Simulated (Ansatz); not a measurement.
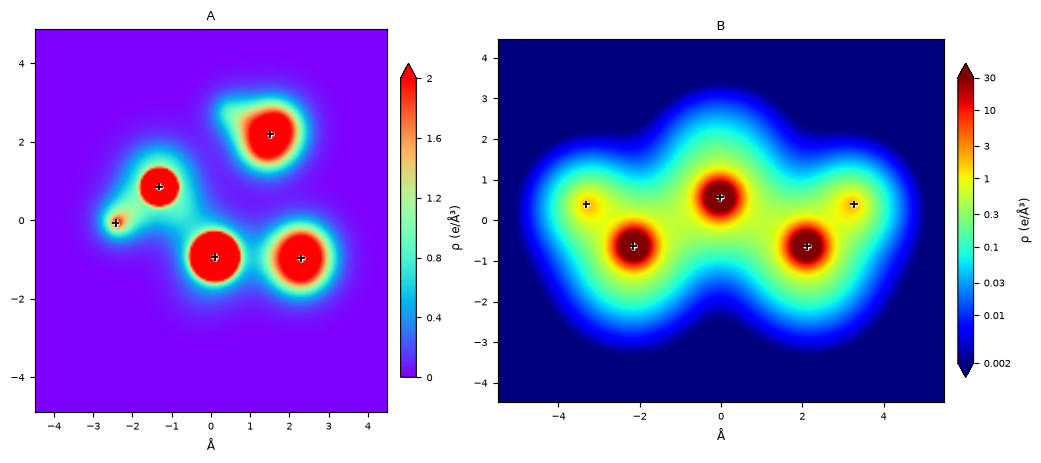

The electron density of 2 systems, each on a plane through atoms (crosses mark nuclei in the plane).

All numbers below come from Ansatz, RKS PBE/def2-SVP.

System 1: ClGe₃H₇O, the plane of atoms Ge4, Ge1 and Ge8. 

```yaml
atoms:
  - { symbol: Ge, position_ang: [0.0456, 0.0650, -0.1830] }
  - { symbol: O, position_ang: [-0.0887, -0.3592, 1.5676] }
  - { symbol: H, position_ang: [-1.0248, -0.4270, 1.8373] }
  - { symbol: Ge, position_ang: [2.4412, -0.0505, -0.6596] }
  - { symbol: H, position_ang: [2.9615, -1.4597, -0.2875] }
  - { symbol: H, position_ang: [2.6567, 0.2062, -2.1726] }
  - { symbol: H, position_ang: [3.1997, 1.0289, 0.1554] }
  - { symbol: Ge, position_ang: [-1.2710, 2.0704, -0.7156] }
  - { symbol: H, position_ang: [-2.7349, 1.8463, -0.2497] }
  - { symbol: H, position_ang: [-0.6922, 3.3121, 0.0155] }
  - { symbol: H, position_ang: [-1.2546, 2.3217, -2.2455] }
  - { symbol: Cl, position_ang: [-0.9304, -1.5460, -1.3523] }
```

System 2: ClGeH₄O₂P···HCl, the plane of atoms Cl7, Ge1 and P8. Not at a stationary point (largest force 1.0 eV/Å).

| atom | x (Å) | y (Å) | z (Å) |
| --- | --- | --- | --- |
| Ge | 0.3548 | 0.4601 | -0.2522 |
| Cl | 0.0851 | -0.0314 | 3.1354 |
| O | 1.7167 | -0.1238 | -1.2720 |
| H | 1.5361 | -1.0292 | -1.5923 |
| O | -0.8485 | 1.4055 | -1.1914 |
| H | -1.5396 | 0.8256 | -1.5658 |
| Cl | -0.6971 | -1.3954 | 0.2770 |
| P | 1.2442 | 2.0651 | 1.1099 |
| H | 2.4679 | 1.3306 | 1.2954 |
| H | 1.7378 | 2.7349 | -0.0690 |
| H | 0.3572 | 1.2435 | 3.4366 |

**Match each panel to its system.**

Panel A is system 2, ClGeH₄O₂P···HCl: the plane holds Ge, Cl, P and H. Ge1···Cl2 (3.43 Å): the density falls to about 0.07 e/Å³ on the way. Panel B is system 1, ClGe₃H₇O: the plane holds Ge and H. Ge–Ge (2.45 Å): ρ at the midpoint is about 0.55 e/Å³.
